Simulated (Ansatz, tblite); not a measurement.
**TaSeCl3: spin-state energies by level**

Is the singlet the ground state of TaSeCl3? Other spin states are computed and compared level by level.

The runs use Ansatz 0.2.0, Gaussian basis; as each input shows.

Plan: triplet, at the geometry of the singlet (GFN1-xTB, GFN2-xTB, PBE0-D4/def2-TZVP, PBE-D4/def2-TZVP, r2SCAN-D4/def2-TZVP); the singlet's energies come from earlier runs.

### 1 The geometry

The geometry is that of the singlet, from an earlier relaxation (r2SCAN-D4/def2-SVP).

5 atoms, charge 0, spin multiplicity 1.

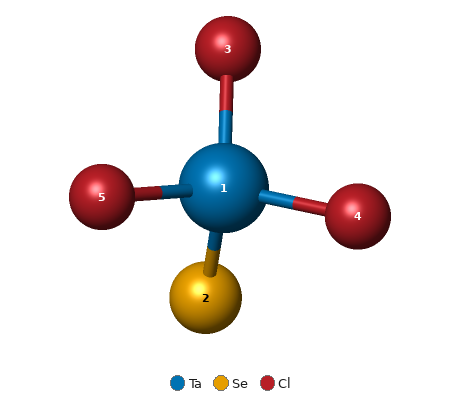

The geometry (tantalum blue, selenium amber, chlorine red); atoms are numbered from 1 in the order of the file.

Formally the metal is d0. Ta takes a core potential in the def2 sets. No spin-orbit coupling is included.

### 2 Triplet at the fixed geometry, GFN1-xTB

Tight binding, by tblite at 300 K electronic temperature and without a spin-polarisation term:

```python
tblite.interface.Calculator('GFN1-xTB', numbers, positions, charge=0, uhf=2).singlepoint()
```

Energy -494.5641 eV; 0.005 s.

### 3 Triplet at the fixed geometry, GFN2-xTB

Tight binding, by tblite at 300 K electronic temperature and without a spin-polarisation term:

```python
tblite.interface.Calculator('GFN2-xTB', numbers, positions, charge=0, uhf=2).singlepoint()
```

Energy -516.2445 eV; 0.006 s.

### 4 Triplet at the fixed geometry, PBE0-D4/def2-TZVP

Contents of in.yaml:

```yaml
crystal:
  periodic: [false, false, false]
  atoms:
    - {symbol: Ta, position_ang: [-0.000286, 0.000278, -0.034792]}
    - {symbol: Se, position_ang: [0.011579, -0.017584, 2.248551]}
    - {symbol: Cl, position_ang: [2.174265, 0.010271, -0.750149]}
    - {symbol: Cl, position_ang: [-1.096595, 1.890485, -0.717058]}
    - {symbol: Cl, position_ang: [-1.088953, -1.883460, -0.746551]}
basis:
  gaussian: {orbitals: def2-TZVP}
magnetization: {spin_polarized: true, initial_magnetization: 2}
hamiltonian: {xc: pbe0, dispersion: d4}
scf: {omitted_lower_state_checks: [starts]}
output: {orbitals: {seedname: orbitals}}
```

Run with:

```
$ ansatz run in.yaml --threads 4 --pin off --events-out ev --progress --plain --max-ram 3916MiB
```

What it wrote:

```text
Functional definition: PBE0
  name "PBE0"
  cite "Adamo & Barone, J. Chem. Phys. 110, 6158 (1999) doi:10.1063/1.478522"
  cite "Perdew, Burke & Ernzerhof, Phys. Rev. Lett. 77, 3865 (1996) doi:10.1103/PhysRevLett.77.3865"
  parent pbe
  parameter a = 0.25
  parameter kappa = 0.804
  parameter beta = 0.06672455060314922
  exchange = (1 - a)*pbe_x(kappa = kappa, mu = beta*pi^2/3) + a*exact_x
  correlation = pbe_c(beta = beta)
these checks for a lower state are left out or cut short: starts
1337 factors; integrals over basis functions are off by at most 1.2e-3 eV
mean field evaluation 1: about -104453.7200 eV, gradient 1.3e1 eV
mean field evaluation 2: about -104453.9158 eV, gradient 1.3e1 eV
mean field evaluation 4: about -104454.6112 eV, gradient 1.6e0 eV
mean field evaluation 8: about -104454.7653 eV, gradient 1.7e-1 eV
mean field evaluation 16: about -104454.7670 eV, gradient 1.2e-2 eV
mean field evaluation 32: about -104454.7671 eV, gradient 2.5e-3 eV
mean field -104454.77017646 eV, -3838.6420019986 hartree, gradient 3.9e-6 eV, S^2 2.006699; 0 other end points of the search recorded, 0 dependent functions left out
reference -104454.77020768 eV, -3838.6420031460 hartree; 50, 48 occupied and 149, 151 virtual orbitals, 1337 factors
Total energy: -104454.99297651 eV, -3838.6501897496 hartree
Checks for a lower state left out: starts
```

Wall time 25 s (4 threads of Arm Neoverse V2, shared host); peak memory 0.93 GiB.

HOMO -5.20 eV, LUMO -5.89 eV (over both spins; with the spin held, an empty level of the minority spin lies below the top filled one); ⟨S²⟩ 2.007 (pure: 2.00).

### 5 Triplet at the fixed geometry, PBE-D4/def2-TZVP

start.molden holds the orbitals of an earlier run on this state, given as this run's starting guess.

in.yaml, as its differences from that of step 4:

```diff
@@ -9,5 +9,5 @@
 basis:
-  gaussian: {orbitals: def2-TZVP}
+  gaussian: {orbitals: def2-TZVP, initial_orbitals: start.molden}
 magnetization: {spin_polarized: true, initial_magnetization: 2}
-hamiltonian: {xc: pbe0, dispersion: d4}
+hamiltonian: {xc: pbe, dispersion: d4}
 scf: {omitted_lower_state_checks: [starts]}
```

Same command.

What it wrote:

```text
Functional definition: PBE
  name "PBE"
  cite "Perdew, Burke & Ernzerhof, Phys. Rev. Lett. 77, 3865 (1996) doi:10.1103/PhysRevLett.77.3865"
  parent pbe
  parameter kappa = 0.804
  parameter beta = 0.06672455060314922
  exchange = pbe_x(kappa = kappa, mu = beta*pi^2/3)
  correlation = pbe_c(beta = beta)
these checks for a lower state are left out or cut short: starts
1492 factors; their error is unknown
mean field evaluation 1: about -104450.7932 eV, gradient 1.2e1 eV
mean field evaluation 2: about -104450.9768 eV, gradient 3.4e-1 eV
mean field evaluation 4: about -104450.9494 eV, gradient 6.1e-2 eV
mean field evaluation 8: about -104450.9494 eV, gradient 5.3e-5 eV
mean field -104450.94942377 eV, -3838.5015919273 hartree, gradient 7.5e-6 eV, S^2 2.004597; 0 other end points of the search recorded, 0 dependent functions left out
reference -104450.94946494 eV, -3838.5015934401 hartree; 50, 48 occupied and 149, 151 virtual orbitals, 1492 factors
Total energy: -104451.20179484 eV, -3838.5108663929 hartree
Checks for a lower state left out: starts
```

Run time: 12 s. Hardware: 4 threads of Arm Neoverse V2, shared host; peak memory 0.63 GiB.

From the report: HOMO -3.78 eV, LUMO -6.77 eV (over both spins; with the spin held, an empty level of the minority spin lies below the top filled one); ⟨S²⟩ 2.005 (pure: 2.00).

### 6 Triplet at the fixed geometry, r2SCAN-D4/def2-TZVP

in.yaml, as its differences from that of step 5:

```diff
@@ -11,3 +11,3 @@
 magnetization: {spin_polarized: true, initial_magnetization: 2}
-hamiltonian: {xc: pbe, dispersion: d4}
+hamiltonian: {xc: r2scan, dispersion: d4}
 scf: {omitted_lower_state_checks: [starts]}
```

The command is unchanged.

What it wrote:

```text
Functional definition: r2SCAN
  name "r2SCAN"
  cite "Furness, Kaplan, Ning, Perdew & Sun, J. Phys. Chem. Lett. 11, 8208 (2020) doi:10.1021/acs.jpclett.0c02405"
  cite "Furness, Kaplan, Ning, Perdew & Sun, J. Phys. Chem. Lett. 11, 9248 (2020) doi:10.1021/acs.jpclett.0c03077"
  parent r2scan
  parameter k0 = 0.174
  parameter k1 = 0.065
  parameter a1 = 4.9479
  exchange = r2scan_x(k0 = k0, k1 = k1, a1 = a1)
  correlation = r2scan_c
these checks for a lower state are left out or cut short: starts
1492 factors; their error is unknown
mean field evaluation 1: about -104473.3316 eV, gradient 8.6e0 eV
mean field evaluation 2: about -104473.3992 eV, gradient 1.4e-1 eV
mean field evaluation 4: about -104473.3594 eV, gradient 3.3e-3 eV
mean field evaluation 8: about -104473.3594 eV, gradient 2.2e-5 eV
mean field evaluation 16: about -104473.3594 eV, gradient 2.8e-5 eV
mean field -104473.35936021 eV, -3839.3251419015 hartree, gradient 6.1e-6 eV, S^2 2.008933; 0 other end points of the search recorded, 0 dependent functions left out
reference -104473.35937293 eV, -3839.3251423690 hartree; 50, 48 occupied and 149, 151 virtual orbitals, 1492 factors
Total energy: -104473.41546948 eV, -3839.3272038790 hartree
Checks for a lower state left out: starts
```

It took 39 s on 4 threads of Arm Neoverse V2, shared host; peak memory 0.73 GiB.

Report: HOMO -4.21 eV, LUMO -6.62 eV (over both spins; with the spin held, an empty level of the minority spin lies below the top filled one); ⟨S²⟩ 2.009 (pure: 2.00).

### 7 Triplet less singlet, vertical

The singlet's energies are those of its earlier runs, whose logs aren't repeated here.

```tsv
level	triplet less singlet, vertical (eV)	time
GFN1-xTB	+2.676	0.011 s
GFN2-xTB	+2.483	0.012 s
PBE-D4/def2-TZVP	+3.018	15 s
r2SCAN-D4/def2-TZVP	+2.923	45 s
PBE0-D4/def2-TZVP	+2.771	29 s
```

Times add the two runs; a level without a time comes out of a correlated run. Tight binding without a spin term can't rank spin states.

### 8 Outcome

| quantity | value |
| --- | --- |
| triplet less singlet, vertical, functionals in def2-TZVP | +2.771 (PBE0-D4) to +3.018 eV (PBE-D4) |

All functionals put the triplet above the singlet, over a spread of 0.247 eV. The checks for a lower triplet were left out, so another state of that spin may lie lower. The singlet here is a closed shell; an open-shell singlet can lie lower. These are electronic energies, without zero-point motion, entropy or surroundings. Spin-orbit coupling is left out too; for so heavy a metal it can shift spin gaps by tenths of an eV.
